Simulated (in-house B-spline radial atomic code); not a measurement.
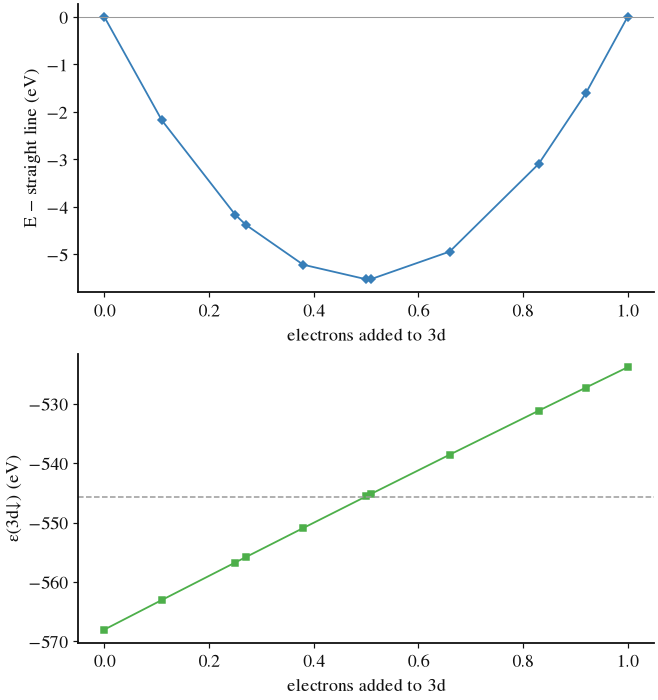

Method: scalar-relativistic (spin-free one-electron X2C) BP86, spin-polarised, spherical fractional occupations, Fermi nucleus, basis-set limit; computed with an in-house B-spline radial code. The occupation of the 3d shell is varied from Sb²⁺ ([Ar] 3d9 4s2 4p6 4d10 5s2 5p2 (high spin)) to Sb⁺ ([Kr] 4d10 5s2 5p2 (high spin)), with spherical fractional occupations. The plot shows the total energy less the straight line between the end points, and the eigenvalue of 3d↓ (the dashed line is minus the energy to take the whole electron out).

Is the energy convex or concave in the occupation, and by how much?

Answer. The curve is convex (below the straight line), with the largest deviation among the points computed, −5.52 eV, at 0.5. The end points differ by 545.7 eV, the energy to take the electron out. The eigenvalue, which is the slope of the energy (Janak's theorem), moves from −568.0 eV at 0 to −523.9 eV at 1; for a straight line it would stay constant, and a parabola would sag by an eighth of this change, scaled to a whole electron, 5.52 eV. Convexity is the mark of the delocalisation error, which puts fractional charges too low; for p, d and f shells the spherical spreading of the fraction adds to it. The shell lies under occupied ones, so the straight line is a guide here rather than an exact condition.
